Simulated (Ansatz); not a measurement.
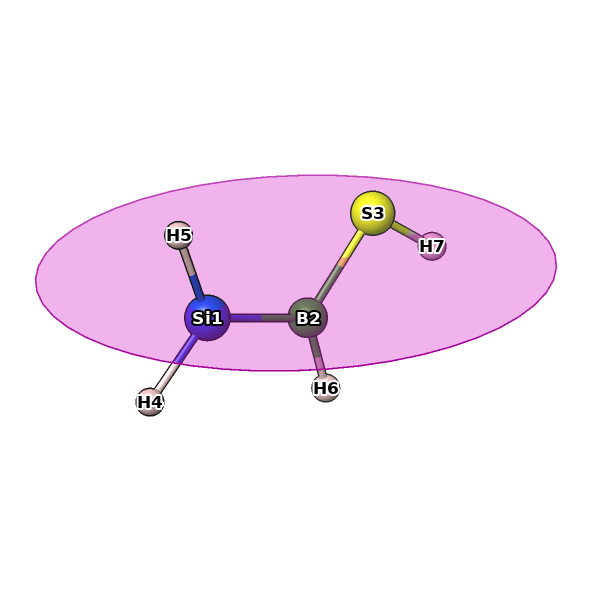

A disc through the centre of mass is drawn in. Distant atoms are faded towards the background colour. Charge 0, doublet. Computed geometry: PBE-D4/def2-SVP optimisation. No frequency run is at hand to confirm it as a minimum.

Q: Is the plane of the disc a mirror plane of the structure?

A: No. The point group is Cs, with 1 mirror plane, and this plane isn't one of its mirror planes.
